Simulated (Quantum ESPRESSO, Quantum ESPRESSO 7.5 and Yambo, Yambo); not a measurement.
## InP (F-43m): G0W0 with Yambo, start to end

Wanted: ground state, empty states, screening and self-energy for InP (F-43m).

Main program and level: Quantum ESPRESSO 7.5 and Yambo 5.3.0; PBE and many-body steps on it, plane waves.

### Step 1. The structure

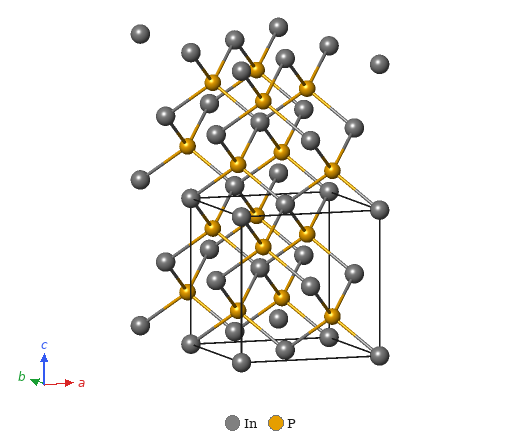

The starting structure, seen slightly off an axis (indium grey, phosphorus orange). 1×2×2 cells are drawn. This picture shows the conventional cell, with its axes. Bonds to atoms that aren't drawn are left out. Some periodic images of atoms are drawn too.

The cell and positions come from the Crystallography Open Database and are kept as given unless a step says otherwise.

### Step 2. Ground state

This step: Quantum ESPRESSO 7.5; DFT, PBE, plane waves, norm-conserving pseudopotentials.

The ground-state density comes first.

Input file pw.in:

```
&control
  calculation = 'scf'
  prefix = 'x'
  outdir = 'o'
  pseudo_dir = 'pseudo'
/
&system
  ibrav = 0
  nat = 2
  ntyp = 2
  ecutwfc = 80.0
  nbnd = 18
  force_symmorphic = .true.
/
&electrons
  conv_thr = 1e-10
  electron_maxstep = 80
  mixing_beta = 0.5
/
ATOMIC_SPECIES
  In 114.82 In.upf
  P 30.974 P.upf
CELL_PARAMETERS angstrom
  -0.0000000000 2.9343500000 2.9343500000
  2.9343500000 -0.0000000000 2.9343500000
  2.9343500000 2.9343500000 -0.0000000000
ATOMIC_POSITIONS crystal
  In 0.0000000000 0.0000000000 0.0000000000
  P 0.2500000000 0.2500000000 0.2500000000
K_POINTS automatic
  6 6 6 0 0 0
```

On the command line:

```console
> OMP_NUM_THREADS=1 mpirun -n 8 pw.x -nk 8 -in pw.in > pw.out
```

Log:

```text
Program PWSCF v.7.5 starts

     This program is part of the open-source Quantum ESPRESSO suite
     for quantum simulation of materials; please cite
         "P. Giannozzi et al., J. Phys.:Condens. Matter 21 395502 (2009);
         "P. Giannozzi et al., J. Phys.:Condens. Matter 29 465901 (2017);
         "P. Giannozzi et al., J. Chem. Phys. 152 154105 (2020);
     in publications or presentations arising from this work. More details at
     Message from routine setup:
     using ibrav=0 with symmetry is DISCOURAGED, use correct ibrav instead

     G-vector sticks info

     bravais-lattice index     =            0
     lattice parameter (alat)  =       7.8420  a.u.
     unit-cell volume          =     341.0062 (a.u.)^3
     number of atoms/cell      =            2
     number of atomic types    =            2
     number of electrons       =        26.00
     number of Kohn-Sham states=           18
     kinetic-energy cutoff     =      80.0000  Ry
     charge density cutoff     =     320.0000  Ry
     scf convergence threshold =      1.0E-10
     mixing beta               =       0.5000
     number of iterations used =            8  plain     mixing
     Exchange-correlation= PBE
                           (   1   4   3   4   0   0   0)

     celldm(1)=   7.841981  celldm(2)=   0.000000  celldm(3)=   0.000000
     celldm(4)=   0.000000  celldm(5)=   0.000000  celldm(6)=   0.000000

     crystal axes: (cart. coord. in units of alat)
               a(1) = (  -0.000000   0.707107   0.707107 )
               a(2) = (   0.707107  -0.000000   0.707107 )
               a(3) = (   0.707107   0.707107  -0.000000 )

     reciprocal axes: (cart. coord. in units 2 pi/alat)
               b(1) = ( -0.707107  0.707107  0.707107 )
               b(2) = (  0.707107 -0.707107  0.707107 )
               b(3) = (  0.707107  0.707107 -0.707107 )
     Pseudo is Norm-conserving + core correction, Zval = 21.0
     Generated using ONCVPSP code by D. R. Hamann
     Using radial grid of 1964 points,  6 beta functions with:
     Pseudo is Norm-conserving + core correction, Zval =  5.0
     Generated using ONCVPSP code by D. R. Hamann
     Using radial grid of 1298 points,  6 beta functions with:
     In               21.00   114.82000     In( 1.00)
     P                 5.00    30.97400     P ( 1.00)

     24 Sym. Ops. (no inversion) found

   Cartesian axes

     site n.     atom                  positions (alat units)
         1        In     tau(   1) = (   0.0000000   0.0000000   0.0000000  )
         2        P      tau(   2) = (   0.3535534   0.3535534   0.3535534  )

     number of k points=    16
                       cart. coord. in units 2pi/alat
        k(    1) = (   0.0000000   0.0000000   0.0000000), wk =   0.0092593
        k(    2) = (   0.1178511   0.1178511  -0.1178511), wk =   0.0740741
        k(    3) = (   0.2357023   0.2357023  -0.2357023), wk =   0.0740741
        k(    4) = (  -0.3535534  -0.3535534   0.3535534), wk =   0.0370370
        k(    5) = (   0.2357023   0.0000000  -0.0000000), wk =   0.0555556
        k(    6) = (   0.3535534   0.1178511  -0.1178511), wk =   0.2222222
        k(    7) = (  -0.2357023  -0.4714045   0.4714045), wk =   0.2222222
        k(    8) = (  -0.1178511  -0.3535534   0.3535534), wk =   0.2222222
        k(    9) = (   0.0000000  -0.2357023   0.2357023), wk =   0.1111111
        k(   10) = (   0.4714045   0.0000000  -0.0000000), wk =   0.0555556
     [... 4 further rows ...]
        k(   15) = (  -0.1178511  -0.3535534   0.5892557), wk =   0.2222222
        k(   16) = (  -0.7071068   0.2357023   0.0000000), wk =   0.1111111

     Dense  grid:    33079 G-vectors     FFT dimensions: (  45,  45,  45)

     Initial potential from superposition of free atoms

     starting charge      25.9960, renormalised to      26.0000
     Starting wfcs are   17 randomized atomic wfcs +    1 random wfcs

     per-process dynamical memory:    28.3 Mb

     Self-consistent Calculation

     iteration #  1     ecut=    80.00 Ry     beta= 0.50

     Threshold (ethr) on eigenvalues was too large:
     Diagonalizing with lowered threshold

     total energy              =    -412.74745952 Ry
     estimated scf accuracy    <       0.10739624 Ry

     iteration #  2     ecut=    80.00 Ry     beta= 0.50

     total energy              =    -412.77076563 Ry
     estimated scf accuracy    <       0.00822180 Ry

     iteration #  3     ecut=    80.00 Ry     beta= 0.50

     total energy              =    -412.77160414 Ry
     estimated scf accuracy    <       0.00140627 Ry

     iteration #  4     ecut=    80.00 Ry     beta= 0.50

     total energy              =    -412.77165299 Ry
     estimated scf accuracy    <       0.00002983 Ry

     iteration #  5     ecut=    80.00 Ry     beta= 0.50

     total energy              =    -412.77166083 Ry
     estimated scf accuracy    <       0.00000138 Ry

     iteration #  6     ecut=    80.00 Ry     beta= 0.50

     total energy              =    -412.77166130 Ry
     estimated scf accuracy    <       0.00000022 Ry

     iteration #  7     ecut=    80.00 Ry     beta= 0.50

     total energy              =    -412.77166136 Ry
     estimated scf accuracy    <          2.9E-09 Ry

     iteration #  8     ecut=    80.00 Ry     beta= 0.50

     total energy              =    -412.77166136 Ry
     estimated scf accuracy    <          5.7E-10 Ry

     iteration #  9     ecut=    80.00 Ry     beta= 0.50

     End of self-consistent calculation

          k = 0.0000 0.0000 0.0000 (  4111 PWs)   bands (ev):

  -106.7657 -65.2427 -65.2427 -65.2427  -5.9357  -5.9357  -5.9357  -5.7871
    -5.7871  -3.2311   8.2604   8.2604   8.2604   8.9469  12.3492  12.3492
    12.3492  16.8336

          k = 0.1179 0.1179-0.1179 (  4101 PWs)   bands (ev):

  -106.7657 -65.2427 -65.2427 -65.2427  -5.9669  -5.9235  -5.9235  -5.7866
    -5.7866  -2.9201   6.0785   7.9582   7.9582  10.0471  12.7529  12.7862
    12.7862  16.8614

          k = 0.2357 0.2357-0.2357 (  4128 PWs)   bands (ev):

  -106.7657 -65.2429 -65.2427 -65.2427  -6.0249  -5.9041  -5.9041  -5.7802
    -5.7802  -2.1181   3.7083   7.4893   7.4893   9.9042  13.1243  13.1243
    14.5294  17.1650

          k =-0.3536-0.3536 0.3536 (  4140 PWs)   bands (ev):

     [... further k-points ...]

     highest occupied, lowest unoccupied level (ev):     8.2604    8.9469

!    total energy              =    -412.77166136 Ry
     estimated scf accuracy    <          5.1E-12 Ry

     The total energy is the sum of the following terms:
     one-electron contribution =    -293.80604113 Ry
     hartree contribution      =     149.15520094 Ry
     xc contribution           =     -60.28463617 Ry
     ewald contribution        =    -207.83618500 Ry

     convergence has been achieved in   9 iterations

     XML data file, charge density, pseudopotentials, collected wavefunctions

=------------------------------------------------------------------------------=
   JOB DONE.
=------------------------------------------------------------------------------=
```

It took 2.8 s on 8 MPI ranks of Intel Xeon 6975P-C (Granite Rapids), shared host; peak memory 0.59 GiB.

This step gave:

* total energy: -5616.0446 eV
* gap: 0.6864 eV
* k of the valence top: 0, 0, 0
* k of the conduction bottom: 0, 0, 0
* least direct gap: 0.6864 eV

The gap is direct, at Γ.

### Step 3. Bands along the symmetry lines

Levels along a band path, at the cheap level, show where the edges lie and whether the meshes to come will hold them.

Input file pw.in:

```
&control
  calculation = 'bands'
  prefix = 'x'
  outdir = 'o'
  pseudo_dir = 'pseudo'
/
&system
  ibrav = 0
  nat = 2
  ntyp = 2
  ecutwfc = 80.0
  nbnd = 19
  force_symmorphic = .true.
/
&electrons
  conv_thr = 1e-9
  electron_maxstep = 80
  diago_full_acc = .true.
  diago_thr_init = 5e-6
/
ATOMIC_SPECIES
  In 114.82 In.upf
  P 30.974 P.upf
CELL_PARAMETERS angstrom
  -0.0000000000 2.9343500000 2.9343500000
  2.9343500000 -0.0000000000 2.9343500000
  2.9343500000 2.9343500000 -0.0000000000
ATOMIC_POSITIONS crystal
  In 0.0000000000 0.0000000000 0.0000000000
  P 0.2500000000 0.2500000000 0.2500000000
K_POINTS crystal
  50
  0.00000000 0.00000000 0.00000000 1
  -0.06250000 -0.06250000 0.00000000 1
  -0.12500000 -0.12500000 0.00000000 1
  -0.18750000 -0.18750000 0.00000000 1
  -0.25000000 -0.25000000 0.00000000 1
  -0.31250000 -0.31250000 0.00000000 1
  -0.37500000 -0.37500000 0.00000000 1
  -0.43750000 -0.43750000 0.00000000 1
  -0.50000000 -0.50000000 0.00000000 1
  -0.48437500 -0.48437500 0.03125000 1
  -0.46875000 -0.46875000 0.06250000 1
  -0.45312500 -0.45312500 0.09375000 1
  -0.43750000 -0.43750000 0.12500000 1
  -0.42187500 -0.42187500 0.15625000 1
  -0.40625000 -0.40625000 0.18750000 1
  -0.39062500 -0.39062500 0.21875000 1
  -0.37500000 -0.37500000 0.25000000 1
  -0.37500000 0.00000000 0.37500000 1
  -0.32812500 0.00000000 0.32812500 1
  -0.28125000 0.00000000 0.28125000 1
  -0.23437500 0.00000000 0.23437500 1
  -0.18750000 0.00000000 0.18750000 1
  -0.14062500 0.00000000 0.14062500 1
  -0.09375000 0.00000000 0.09375000 1
  -0.04687500 0.00000000 0.04687500 1
  0.00000000 0.00000000 0.00000000 1
  0.00000000 0.00000000 0.06250000 1
  0.00000000 0.00000000 0.12500000 1
  0.00000000 0.00000000 0.18750000 1
  0.00000000 0.00000000 0.25000000 1
  0.00000000 0.00000000 0.31250000 1
  0.00000000 0.00000000 0.37500000 1
  0.00000000 0.00000000 0.43750000 1
  -0.00000000 -0.00000000 0.50000000 1
  -0.06250000 -0.03125000 0.46875000 1
  -0.12500000 -0.06250000 0.43750000 1
  -0.18750000 -0.09375000 0.40625000 1
  -0.25000000 -0.12500000 0.37500000 1
  -0.31250000 -0.15625000 0.34375000 1
  -0.37500000 -0.18750000 0.31250000 1
  -0.43750000 -0.21875000 0.28125000 1
  -0.50000000 -0.25000000 0.25000000 1
  -0.50000000 -0.28125000 0.21875000 1
  -0.50000000 -0.31250000 0.18750000 1
  -0.50000000 -0.34375000 0.15625000 1
  -0.50000000 -0.37500000 0.12500000 1
  -0.50000000 -0.40625000 0.09375000 1
  -0.50000000 -0.43750000 0.06250000 1
  -0.50000000 -0.46875000 0.03125000 1
  -0.50000000 -0.50000000 0.00000000 1
```

Log:

```text
[banner, memory and clock lines left out]
Program PWSCF v.7.5 starts

     Atomic positions and unit cell read from directory:
     o/x.save/

     Message from routine setup:
     using ibrav=0 with symmetry is DISCOURAGED, use correct ibrav instead

     G-vector sticks info

     bravais-lattice index     =            0
     lattice parameter (alat)  =       7.8420  a.u.
     unit-cell volume          =     341.0062 (a.u.)^3
     number of atoms/cell      =            2
     number of atomic types    =            2
     number of electrons       =        26.00
     number of Kohn-Sham states=           19
     kinetic-energy cutoff     =      80.0000  Ry
     charge density cutoff     =     320.0000  Ry
     Exchange-correlation= PBE
                           (   1   4   3   4   0   0   0)

     celldm(1)=   7.841981  celldm(2)=   0.000000  celldm(3)=   0.000000
     celldm(4)=   0.000000  celldm(5)=   0.000000  celldm(6)=   0.000000

     crystal axes: (cart. coord. in units of alat)
               a(1) = (  -0.000000   0.707107   0.707107 )
               a(2) = (   0.707107  -0.000000   0.707107 )
               a(3) = (   0.707107   0.707107  -0.000000 )

     reciprocal axes: (cart. coord. in units 2 pi/alat)
               b(1) = ( -0.707107  0.707107  0.707107 )
               b(2) = (  0.707107 -0.707107  0.707107 )
               b(3) = (  0.707107  0.707107 -0.707107 )
     Pseudo is Norm-conserving + core correction, Zval = 21.0
     Generated using ONCVPSP code by D. R. Hamann
     Using radial grid of 1964 points,  6 beta functions with:
     Pseudo is Norm-conserving + core correction, Zval =  5.0
     Generated using ONCVPSP code by D. R. Hamann
     Using radial grid of 1298 points,  6 beta functions with:
     In               21.00   114.82000     In( 1.00)
     P                 5.00    30.97400     P ( 1.00)

     24 Sym. Ops. (no inversion) found

   Cartesian axes

     site n.     atom                  positions (alat units)
         1        In     tau(   1) = (   0.0000000   0.0000000   0.0000000  )
         2        P      tau(   2) = (   0.3535534   0.3535534   0.3535534  )

     number of k points=    50
                       cart. coord. in units 2pi/alat
        k(    1) = (   0.0000000   0.0000000   0.0000000), wk =   0.0400000
        k(    2) = (   0.0000000   0.0000000  -0.0883883), wk =   0.0400000
        k(    3) = (   0.0000000   0.0000000  -0.1767767), wk =   0.0400000
[...]
[... 38 further rows ...]
        k(   49) = (   0.0441942  -0.0000000  -0.7071068), wk =   0.0400000
        k(   50) = (   0.0000000   0.0000000  -0.7071068), wk =   0.0400000

     Dense  grid:    33079 G-vectors     FFT dimensions: (  45,  45,  45)

     The potential is recalculated from file :
     o/x.save/charge-density

     Starting wfcs are   17 randomized atomic wfcs +    2 random wfcs

     Band Structure Calculation

     End of band structure calculation

          k = 0.0000 0.0000 0.0000 (  4111 PWs)   bands (ev):

  -106.7657 -65.2427 -65.2427 -65.2427  -5.9358  -5.9358  -5.9358  -5.7871
    -5.7871  -3.2311   8.2604   8.2604   8.2604   8.9469  12.3492  12.3492
    12.3492  16.8337  17.6674

          k = 0.0000 0.0000-0.0884 (  4127 PWs)   bands (ev):

  -106.7657 -65.2427 -65.2427 -65.2427  -5.9444  -5.9320  -5.9320  -5.7886
[...]
12.5505  17.0290  17.1894

          k = 0.0000 0.0000-0.1768 (  4112 PWs)   bands (ev):

[...]
13.0776  16.0599  17.8131

          k = 0.0000 0.0000-0.2652 (  4096 PWs)   bands (ev):

[...]
k =-0.0000-0.0000-0.4419 (  4100 PWs)   bands (ev):

[...]
k =-0.0000-0.0000-0.6187 (  4116 PWs)   bands (ev):

[...]
k = 0.5303-0.0000-0.5303 (  4149 PWs)   bands (ev):

[...]
k = 0.3977-0.0000-0.3977 (  4121 PWs)   bands (ev):

[...]
k = 0.2652-0.0000-0.2652 (  4111 PWs)   bands (ev):

[...]
k = 0.0000 0.0000 0.0000 (  4111 PWs)   bands (ev):

[...]
k = 0.1326 0.0000-0.7071 (  4138 PWs)   bands (ev):

[...]
k = 0.0884-0.0000-0.7071 (  4132 PWs)   bands (ev):

[...]
k = 0.0442-0.0000-0.7071 (  4126 PWs)   bands (ev):

[...]
17.6184  17.9297  19.1098

          k = 0.0000 0.0000-0.7071 (  4136 PWs)   bands (ev):

  -106.7657 -65.2429 -65.2428 -65.2428  -6.1176  -5.8374  -5.8328  -5.8328
    -5.7526  -0.8726   2.5257   5.9541   5.9541  10.0272  10.5269  17.4628
    17.8196  17.8196  19.0365

     XML data file, pseudopotentials, collected wavefunctions
```

It took 2.5 s on 8 MPI ranks; peak memory 0.52 GiB.

Numbers from this step:

```
gap                        : 0.6864 eV
k of the valence top       : 0, 0, 0
k of the conduction bottom : 0, 0, 0
least direct gap           : 0.6864 eV
```

The gap is 0.686 eV, as in the run before at this level.

Electronic bands along the path, in eV, zero at the top of the highest filled band:

```tsv
point	band 10	band 11	band 12	band 13	band 14	band 15	band 16	band 17
Γ	-11.49	0.00	0.00	0.00	0.69	4.09	4.09	4.09
X	-9.13	-5.73	-2.31	-2.31	1.77	2.27	9.20	9.56
U	-9.14	-5.59	-3.29	-1.93	2.36	4.38	7.50	7.53
jump to K	-9.14	-5.59	-3.29	-1.93	2.36	4.38	7.50	7.53
Γ	-11.49	0.00	0.00	0.00	0.69	4.09	4.09	4.09
L	-9.78	-5.71	-0.96	-0.96	1.49	4.80	4.80	7.11
W	-9.06	-5.58	-2.94	-2.89	4.29	4.37	5.56	6.21
X	-9.13	-5.73	-2.31	-2.31	1.77	2.27	9.20	9.56
```

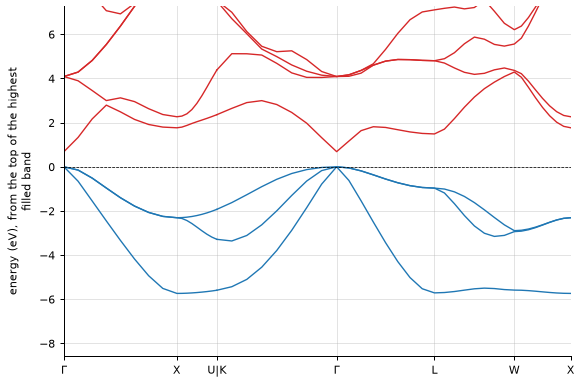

Electronic bands along the path; lines of filled and empty bands in two colours.

[end of part 1 of 2]

[Paths, hosts, dates, memory and timing lines, banners, echoed tables and standing remarks are left out of the program output.]

[Logs are printed without paths, hosts, clocks, repeated set-up lines and the standing remarks that a program may print on its own settings, such as how far it seeks lower states.]

[Runs of the session that timed out or met a known fault of the program may be left out.]

[Hosts, paths, dates, database ids (printed as entryN), source tags and the programs' standing remarks are cut or masked in the printed files.]
